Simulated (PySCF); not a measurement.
Geometry relaxation, with input and output: C$_{2}$H$_{5}$OSi (part 3 of 5)

Continued. System: C$_{2}$H$_{5}$OSi, multiplicity 2, SMILES [CH2][SiH2]C=O. Method: HF/STO-3G, UHF (PySCF 2.14.0). The geometry comes from this level: GFN2-xTB symmetrised.

Geometry of the input (Å):
```
C  -0.9062  1.6703  -0.1776
Si -0.2320  0.3145  0.8377
C  0.8639  -0.6307  -0.4615
O  0.4896  -1.5875  -1.0786
H  -1.7866  1.5477  -0.7856
H  -0.3703  2.5886  -0.3495
H  0.7122  0.7444  1.8720
H  -1.2183  -0.6418  1.3285
H  1.8607  -0.1905  -0.6691
```

**The program's output, continued**
```
Geometry optimization cycle 20
Cartesian coordinates (Angstrom)
 Atom        New coordinates             dX        dY        dZ
   C  -0.913356   1.741471  -0.140946   -0.000028 -0.000164 -0.000184
  Si  -0.206748   0.277938   0.720408   -0.000009 -0.000029  0.000014
   C   0.900108  -0.697166  -0.468517    0.000336  0.000305  0.000130
   O   0.737144  -1.866463  -0.789065   -0.000656  0.000944 -0.001735
   H  -1.840958   1.696872  -0.692773   -0.001925  0.000485  0.002946
   H  -0.382133   2.678641  -0.222497    0.001220 -0.001117 -0.003128
   H   0.602462   0.704065   1.811960   -0.000424 -0.000013  0.000197
   H  -1.244342  -0.572980   1.194442   -0.000070 -0.000275 -0.000239
   H   1.760790  -0.147321  -0.896736    0.001555 -0.000136  0.001999
converged SCF energy = -437.093472275089  <S^2> = 0.76712542  2S+1 = 2.0170527
--------------- UHF_Scanner gradients ---------------
         x                y                z
0 C     0.0000185960     0.0000094744    -0.0000140022
1 Si     0.0001241562     0.0000724443     0.0000152228
2 C    -0.0000364341     0.0000280267     0.0000043579
3 O     0.0000020308    -0.0000115949    -0.0000007083
4 H     0.0000008027    -0.0000223498     0.0000003888
5 H    -0.0000012676     0.0000078318     0.0000134546
6 H    -0.0000502008    -0.0000218405    -0.0000578033
7 H    -0.0000645578    -0.0000593233     0.0000377041
8 H     0.0000068745    -0.0000026686     0.0000013856
----------------------------------------------
cycle 20: E = -437.093472275  dE = -1.24932e-07  norm(grad) = 0.000200112
Step   19 : Displace = 2.014e-03/3.596e-03 (rms/max) Trust = 3.000e-01 (=) Grad = 6.670e-05/1.445e-04 (rms/max) E (change) = -437.0934722751 (-1.249e-07) Quality = 1.514
Hessian Eigenvalues: 3.88171e-04 6.13305e-04 3.60235e-03 ... 5.60250e-01 7.12782e-01 1.05050e+00

Geometry optimization cycle 21
Cartesian coordinates (Angstrom)
 Atom        New coordinates             dX        dY        dZ
   C  -0.913372   1.741349  -0.141020   -0.000016 -0.000121 -0.000074
  Si  -0.207001   0.277730   0.720365   -0.000253 -0.000208 -0.000042
   C   0.900705  -0.696666  -0.468333    0.000598  0.000500  0.000185
   O   0.737447  -1.865502  -0.790430    0.000304  0.000961 -0.001365
   H  -1.844238   1.698403  -0.687448   -0.003280  0.001530  0.005324
   H  -0.379449   2.676503  -0.227994    0.002684 -0.002137 -0.005497
   H   0.601457   0.703592   1.812504   -0.001005 -0.000473  0.000544
   H  -1.244793  -0.573525   1.193554   -0.000451 -0.000546 -0.000889
   H   1.762209  -0.146827  -0.894922    0.001419  0.000494  0.001814
converged SCF energy = -437.093472454303  <S^2> = 0.76712615  2S+1 = 2.0170534
--------------- UHF_Scanner gradients ---------------
         x                y                z
0 C     0.0000305410     0.0000145394    -0.0000218003
1 Si     0.0001784267     0.0001076070     0.0000318267
2 C    -0.0000489236     0.0000449635     0.0000042686
3 O     0.0000015268    -0.0000232370    -0.0000045033
4 H    -0.0000042816    -0.0000346055     0.0000076670
5 H     0.0000035527     0.0000119495     0.0000126155
6 H    -0.0000793964    -0.0000311948    -0.0000824426
7 H    -0.0000944706    -0.0000874523     0.0000524366
8 H     0.0000130250    -0.0000025697    -0.0000000682
----------------------------------------------
cycle 21: E = -437.093472454  dE = -1.79215e-07  norm(grad) = 0.000293607
Step   20 : Displace = 3.255e-03/6.561e-03 (rms/max) Trust = 3.000e-01 (=) Grad = 9.787e-05/2.108e-04 (rms/max) E (change) = -437.0934724543 (-1.792e-07) Quality = 1.527
Hessian Eigenvalues: 2.76401e-04 4.36480e-04 3.57317e-03 ... 5.60005e-01 6.74640e-01 1.05133e+00

Geometry optimization cycle 22
Cartesian coordinates (Angstrom)
 Atom        New coordinates             dX        dY        dZ
   C  -0.913376   1.741335  -0.140911   -0.000005 -0.000014  0.000109
  Si  -0.207600   0.277263   0.720194   -0.000599 -0.000466 -0.000171
   C   0.901566  -0.695980  -0.468082    0.000861  0.000685  0.000251
   O   0.739287  -1.864788  -0.790771    0.001840  0.000714 -0.000341
   H  -1.848885   1.701352  -0.679567   -0.004647  0.002950  0.007881
   H  -0.375098   2.673208  -0.235956    0.004351 -0.003295 -0.007962
   H   0.599801   0.702461   1.813424   -0.001656 -0.001131  0.000920
   H  -1.245733  -0.574390   1.191795   -0.000940 -0.000865 -0.001759
   H   1.763004  -0.145405  -0.893851    0.000796  0.001422  0.001071
converged SCF energy = -437.093472664315  <S^2> = 0.76712861  2S+1 = 2.0170559
--------------- UHF_Scanner gradients ---------------
         x                y                z
0 C     0.0000286711     0.0000137229    -0.0000211089
1 Si     0.0001630012     0.0000950777     0.0000300040
2 C    -0.0000449775     0.0000424824     0.0000063067
3 O     0.0000011883    -0.0000203632    -0.0000053907
4 H    -0.0000057476    -0.0000317327     0.0000109007
5 H     0.0000051296     0.0000105605     0.0000072442
6 H    -0.0000735661    -0.0000276763    -0.0000717768
7 H    -0.0000845883    -0.0000794469     0.0000444504
8 H     0.0000108893    -0.0000026245    -0.0000006296
----------------------------------------------
cycle 22: E = -437.093472664  dE = -2.10012e-07  norm(grad) = 0.000265567
Step   21 : Displace = 4.768e-03/9.755e-03 (rms/max) Trust = 3.000e-01 (=) Grad = 8.852e-05/1.911e-04 (rms/max) E (change) = -437.0934726643 (-2.100e-07) Quality = 1.369
Hessian Eigenvalues: 2.33207e-04 4.32876e-04 3.53971e-03 ... 5.23057e-01 5.65742e-01 1.04749e+00

Geometry optimization cycle 23
Cartesian coordinates (Angstrom)
 Atom        New coordinates             dX        dY        dZ
   C  -0.913390   1.741451  -0.140685   -0.000013  0.000115  0.000226
  Si  -0.208101   0.276896   0.720014   -0.000501 -0.000367 -0.000180
   C   0.902031  -0.695669  -0.467981    0.000465  0.000311  0.000101
   O   0.741292  -1.864932  -0.789764    0.002005 -0.000144  0.001007
   H  -1.851277   1.703453  -0.675328   -0.002392  0.002100  0.004239
   H  -0.372480   2.671345  -0.240091    0.002617 -0.001863 -0.004135
   H   0.598789   0.701560   1.813975   -0.001012 -0.000901  0.000552
   H  -1.246444  -0.574875   1.190550   -0.000711 -0.000485 -0.001244
   H   1.762546  -0.144171  -0.894416   -0.000459  0.001234 -0.000565
converged SCF energy = -437.093472759625  <S^2> = 0.76712779  2S+1 = 2.0170551
--------------- UHF_Scanner gradients ---------------
         x                y                z
0 C     0.0000131453     0.0000050125    -0.0000093084
1 Si     0.0000715465     0.0000426749     0.0000176446
2 C    -0.0000189014     0.0000207001     0.0000010583
3 O     0.0000002363    -0.0000122364    -0.0000033844
4 H    -0.0000035913    -0.0000135971     0.0000055686
5 H     0.0000026619     0.0000048157     0.0000017968
6 H    -0.0000338328    -0.0000119638    -0.0000305743
7 H    -0.0000370520    -0.0000342832     0.0000183382
8 H     0.0000057875    -0.0000011227    -0.0000011393
----------------------------------------------
cycle 23: E = -437.09347276  dE = -9.53103e-08  norm(grad) = 0.000117854
Step   22 : Displace = 2.744e-03/5.280e-03 (rms/max) Trust = 3.000e-01 (=) Grad = 3.928e-05/8.516e-05 (rms/max) E (change) = -437.0934727596 (-9.531e-08) Quality = 1.263
Hessian Eigenvalues: 2.62769e-04 4.23796e-04 3.49363e-03 ... 4.07764e-01 5.62529e-01 1.04484e+00

Geometry optimization cycle 24
Cartesian coordinates (Angstrom)
 Atom        New coordinates             dX        dY        dZ
   C  -0.913417   1.741529  -0.140571   -0.000027  0.000079  0.000114
  Si  -0.208240   0.276805   0.719943   -0.000139 -0.000091 -0.000071
   C   0.902056  -0.695688  -0.467979    0.000025 -0.000019  0.000001
   O   0.741971  -1.865232  -0.789044    0.000679 -0.000300  0.000720
   H  -1.851368   1.703860  -0.675124   -0.000091  0.000408  0.000204
   H  -0.372163   2.671194  -0.240229    0.000317 -0.000151 -0.000138
   H   0.598692   0.701344   1.814014   -0.000097 -0.000216  0.000039
   H  -1.246588  -0.574918   1.190318   -0.000144 -0.000042 -0.000233
   H   1.762023  -0.143839  -0.895053   -0.000523  0.000332 -0.000637
converged SCF energy = -437.093472776194  <S^2> = 0.76712626  2S+1 = 2.0170536
--------------- UHF_Scanner gradients ---------------
         x                y                z
0 C     0.0000019470     0.0000003451    -0.0000020750
1 Si     0.0000119112     0.0000058581     0.0000020408
2 C    -0.0000033746     0.0000039563     0.0000015816
3 O    -0.0000000444    -0.0000016205    -0.0000008361
4 H    -0.0000006064    -0.0000017019     0.0000012208
5 H     0.0000001907     0.0000008033    -0.0000001009
6 H    -0.0000049901    -0.0000019726    -0.0000037056
7 H    -0.0000053313    -0.0000051844     0.0000022967
8 H     0.0000002979    -0.0000004833    -0.0000004223
----------------------------------------------
cycle 24: E = -437.093472776  dE = -1.65687e-08  norm(grad) = 1.81794e-05
Step   23 : Displace = 5.166e-04/1.025e-03 (rms/max) Trust = 3.000e-01 (=) Grad = 6.060e-06/1.343e-05 (rms/max) E (change) = -437.0934727762 (-1.657e-08) Quality = 1.149
Hessian Eigenvalues: 2.76198e-04 4.12979e-04 3.44826e-03 ... 3.98522e-01 5.62418e-01 1.04417e+00

Geometry optimization cycle 25
Cartesian coordinates (Angstrom)
 Atom        New coordinates             dX        dY        dZ
   C  -0.913432   1.741546  -0.140548   -0.000015  0.000016  0.000023
  Si  -0.208231   0.276819   0.719943    0.000009  0.000014 -0.000000
   C   0.902006  -0.695736  -0.467999   -0.000050 -0.000048 -0.000019
   O   0.741962  -1.865324  -0.788918   -0.000009 -0.000092  0.000126
   H  -1.851092   1.703736  -0.675603    0.000276 -0.000124 -0.000480
   H  -0.372379   2.671375  -0.239747   -0.000215  0.000181  0.000481
   H   0.598785   0.701387   1.813955    0.000092  0.000042 -0.000059
   H  -1.246553  -0.574867   1.190401    0.000035  0.000051  0.000083
   H   1.761900  -0.143879  -0.895209   -0.000123 -0.000039 -0.000156
converged SCF energy = -437.093472777179  <S^2> = 0.76712497  2S+1 = 2.0170523
--------------- UHF_Scanner gradients ---------------
         x                y                z
0 C     0.0000002142    -0.0000004707     0.0000000453
1 Si    -0.0000001905     0.0000001610     0.0000010479
2 C     0.0000003173     0.0000004376    -0.0000005894
3 O     0.0000000019    -0.0000008529    -0.0000000384
4 H    -0.0000002599     0.0000001403    -0.0000000693
5 H    -0.0000000654     0.0000001014    -0.0000000552
6 H    -0.0000001526     0.0000000551     0.0000003314
7 H     0.0000001878     0.0000003434    -0.0000001543
8 H    -0.0000000528     0.0000000847    -0.0000005182
----------------------------------------------
cycle 25: E = -437.093472777  dE = -9.85438e-10  norm(grad) = 1.87067e-06
Step   24 : Displace = 2.844e-04/5.658e-04 (rms/max) Trust = 3.000e-01 (=) Grad = 6.236e-07/1.077e-06 (rms/max) E (change) = -437.0934727772 (-9.854e-10) Quality = 1.150
Hessian Eigenvalues: 2.11311e-04 5.99156e-04 3.43757e-03 ... 3.99816e-01 5.62375e-01 1.04308e+00

Geometry optimization cycle 26
Cartesian coordinates (Angstrom)
 Atom        New coordinates             dX        dY        dZ
   C  -0.913472   1.741530  -0.140558   -0.000040 -0.000016 -0.000010
  Si  -0.208205   0.276843   0.719949    0.000025  0.000023  0.000006
   C   0.902001  -0.695747  -0.467992   -0.000004 -0.000012  0.000007
   O   0.741740  -1.865238  -0.789155   -0.000222  0.000086 -0.000238
   H  -1.851053   1.703636  -0.675745    0.000039 -0.000100 -0.000141
   H  -0.372504   2.671419  -0.239658   -0.000126  0.000044  0.000089
   H   0.598859   0.701464   1.813907    0.000074  0.000077 -0.000049
   H  -1.246492  -0.574841   1.190486    0.000062  0.000026  0.000085
   H   1.762091  -0.144008  -0.894959    0.000191 -0.000129  0.000250
converged SCF energy = -437.093472777515  <S^2> = 0.7671225  2S+1 = 2.0170498
--------------- UHF_Scanner gradients ---------------
         x                y                z
0 C    -0.0000007552    -0.0000004657     0.0000004710
1 Si    -0.0000031164    -0.0000010247    -0.0000008178
2 C     0.0000006877     0.0000002605    -0.0000009001
3 O    -0.0000001465    -0.0000004293     0.0000000346
4 H     0.0000000798     0.0000007497    -0.0000002504
5 H    -0.0000002234    -0.0000002853    -0.0000001272
6 H     0.0000013275     0.0000002358     0.0000011459
7 H     0.0000015227     0.0000014483    -0.0000005312
8 H     0.0000006239    -0.0000004893     0.0000009752
----------------------------------------------
cycle 26: E = -437.093472778  dE = -3.35604e-10  norm(grad) = 4.91785e-06
Step   25 : Displace = 1.867e-04/3.376e-04 (rms/max) Trust = 3.000e-01 (=) Grad = 1.639e-06/3.381e-06 (rms/max) E (change) = -437.0934727775 (-3.356e-10) Quality = 1.455
Hessian Eigenvalues: 2.27177e-04 1.39875e-03 3.44485e-03 ... 4.01380e-01 5.62433e-01 1.04197e+00

Geometry optimization cycle 27
Cartesian coordinates (Angstrom)
 Atom        New coordinates             dX        dY        dZ
   C  -0.913444   1.741539  -0.140552    0.000027  0.000010  0.000005
  Si  -0.208218   0.276830   0.719948   -0.000013 -0.000013 -0.000001
   C   0.901997  -0.695742  -0.467994   -0.000004  0.000005 -0.000003
   O   0.741865  -1.865291  -0.789010    0.000125 -0.000053  0.000146
   H  -1.851046   1.703677  -0.675705    0.000007  0.000041  0.000040
   H  -0.372446   2.671409  -0.239672    0.000059 -0.000010 -0.000013
   H   0.598822   0.701421   1.813933   -0.000037 -0.000043  0.000026
   H  -1.246526  -0.574855   1.190445   -0.000035 -0.000014 -0.000041
   H   1.761963  -0.143931  -0.895118   -0.000128  0.000078 -0.000159
converged SCF energy = -437.093472777002  <S^2> = 0.76712673  2S+1 = 2.017054
--------------- UHF_Scanner gradients ---------------
         x                y                z
0 C    -0.0000000504    -0.0000000027    -0.0000000257
1 Si     0.0000001031    -0.0000002442    -0.0000002493
2 C     0.0000000886    -0.0000008629     0.0000005032
3 O    -0.0000001107     0.0000009218    -0.0000000536
4 H     0.0000000630    -0.0000000062     0.0000000216
5 H    -0.0000000798     0.0000000019     0.0000000050
6 H     0.0000001496     0.0000000525     0.0000001038
7 H     0.0000001230     0.0000000308    -0.0000000278
8 H    -0.0000002865     0.0000001090    -0.0000002773
----------------------------------------------
cycle 27: E = -437.093472777  dE = 5.13012e-10  norm(grad) = 1.49689e-06
Step   26 : Displace = 1.067e-04/2.122e-04 (rms/max) Trust = 3.000e-01 (=) Grad = 4.990e-07/1.003e-06 (rms/max) E (change) = -437.0934727770 (+5.130e-10) Quality = -1.807
Not rejecting step - energy change meets convergence criteria
Hessian Eigenvalues: 2.10973e-04 1.33158e-03 3.45944e-03 ... 4.01047e-01 5.62507e-01 1.04482e+00

Geometry optimization cycle 28
Cartesian coordinates (Angstrom)
 Atom        New coordinates             dX        dY        dZ
   C  -0.913441   1.741543  -0.140554    0.000004  0.000003 -0.000002
  Si  -0.208228   0.276825   0.719942   -0.000010 -0.000005 -0.000006
   C   0.902007  -0.695737  -0.467993    0.000010  0.000005  0.000002
   O   0.741909  -1.865299  -0.788980    0.000044 -0.000008  0.000029
   H  -1.851094   1.703718  -0.675620   -0.000048  0.000041  0.000085
   H  -0.372397   2.671378  -0.239751    0.000049 -0.000031 -0.000079
   H   0.598796   0.701405   1.813943   -0.000026 -0.000017  0.000010
   H  -1.246544  -0.574863   1.190416   -0.000018 -0.000008 -0.000029
   H   1.761958  -0.143912  -0.895128   -0.000005  0.000019 -0.000010
converged SCF energy = -437.093472777022  <S^2> = 0.76712657  2S+1 = 2.0170539
--------------- UHF_Scanner gradients ---------------
         x                y                z
0 C     0.0000000674    -0.0000000430     0.0000000455
1 Si     0.0000000577     0.0000002483     0.0000002365
2 C    -0.0000003399     0.0000002954    -0.0000006071
3 O     0.0000001208    -0.0000003478     0.0000001339
4 H    -0.0000000863    -0.0000000444     0.0000000618
5 H    -0.0000000141     0.0000000492    -0.0000000105
6 H    -0.0000000600    -0.0000000158    -0.0000000606
7 H    -0.0000000183    -0.0000000534     0.0000000213
8 H     0.0000002729    -0.0000000885     0.0000001793
----------------------------------------------
cycle 28: E = -437.093472777  dE = -2.05205e-11  norm(grad) = 9.97941e-07
Step   27 : Displace = 5.435e-05/1.076e-04 (rms/max) Trust = 5.333e-05 (-) Grad = 3.326e-07/7.559e-07 (rms/max) E (change) = -437.0934727770 (-2.052e-11) Quality = 1.129
Hessian Eigenvalues: 2.30217e-04 1.30502e-03 3.53198e-03 ... 4.01980e-01 5.62497e-01 1.04939e+00

Geometry optimization cycle 29
Cartesian coordinates (Angstrom)
 Atom        New coordinates             dX        dY        dZ
   C  -0.913440   1.741542  -0.140554    0.000000 -0.000001 -0.000000
  Si  -0.208228   0.276825   0.719944    0.000000  0.000000  0.000002
   C   0.902005  -0.695738  -0.467991   -0.000002 -0.000001  0.000002
   O   0.741904  -1.865299  -0.788981   -0.000005  0.000000 -0.000000
   H  -1.851081   1.703711  -0.675641    0.000012 -0.000007 -0.000020
   H  -0.372403   2.671383  -0.239736   -0.000006  0.000005  0.000015
   H   0.598798   0.701407   1.813942    0.000003  0.000002 -0.000000
   H  -1.246543  -0.574861   1.190421    0.000001  0.000002  0.000005
   H   1.761954  -0.143912  -0.895129   -0.000004 -0.000001 -0.000002
converged SCF energy = -437.093472777026  <S^2> = 0.76712645  2S+1 = 2.0170537
--------------- UHF_Scanner gradients ---------------
         x                y                z
0 C    -0.0000000813     0.0000000212     0.0000001219
1 Si    -0.0000000211     0.0000000634    -0.0000000013
2 C     0.0000000518     0.0000001429     0.0000000387
3 O    -0.0000000896    -0.0000001194    -0.0000001007
4 H     0.0000002286    -0.0000001805    -0.0000004130
5 H    -0.0000001962     0.0000001368     0.0000003277
6 H     0.0000000435    -0.0000000238    -0.0000000482
7 H     0.0000000214    -0.0000000055     0.0000000352
8 H     0.0000000429    -0.0000000351     0.0000000396
----------------------------------------------
cycle 29: E = -437.093472777  dE = -3.52429e-12  norm(grad) = 7.17355e-07
```

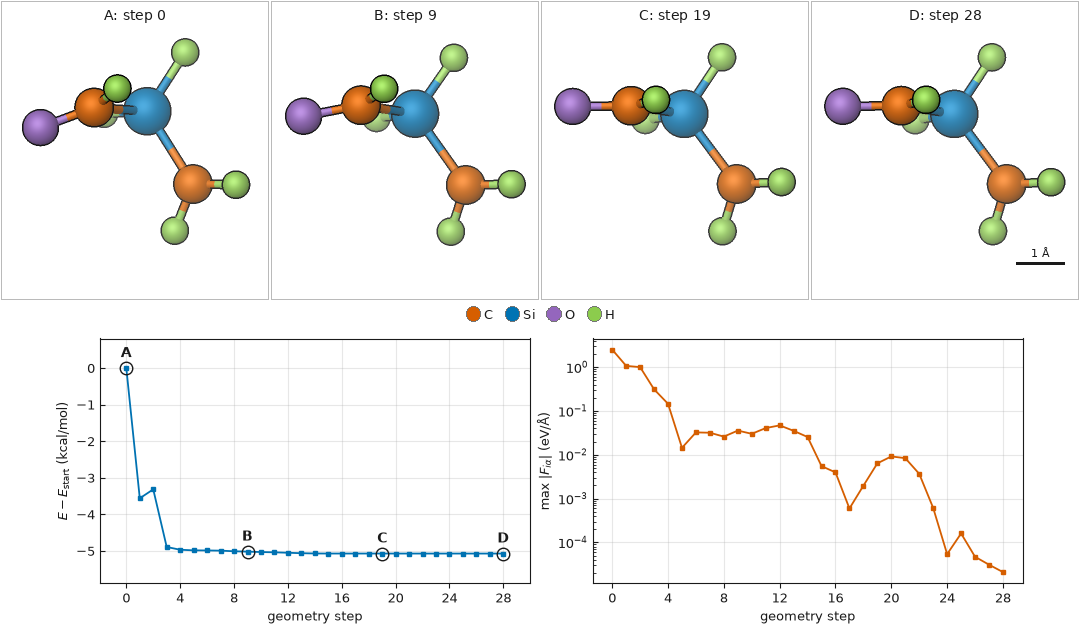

**Figure 1.** Frames of the relaxation (ball-and-stick view, seen at a tilt) above the curves, on which the letters mark them (steps are counted from 0).

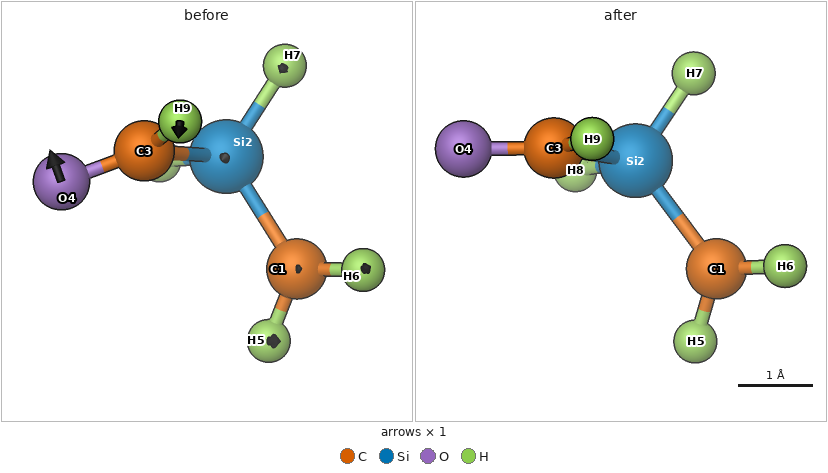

**Figure 2.** Before (left) and after (right) the relaxation, at one scale (ball-and-stick view, seen at a tilt). The black arrows give the displacements, at true length. The largest move after the best rigid fit is that of O4, 0.47 Å. Largest moves by element: O 0.47 Å, H 0.25 Å, Si 0.13 Å, C 0.08 Å. Among the contacts that change: Si2–C3 1.945 → 1.895 Å, Si2–H7 1.465 → 1.424 Å, Si2–H8 1.459 → 1.423 Å, C3–O4 1.199 → 1.223 Å. Among the angles that change: C1–Si2–C3 101.4° → 109.9°, C1–Si2–H7 114.4° → 109.8°, C1–Si2–H8 115.1° → 110.6°. Over 28 geometry steps the energy falls by 5.07 kcal/mol. Largest force component: 2.5 eV/Å at the start, under 0.0001 eV/Å at the end. (Atoms are counted from 1 in the order of the input.)
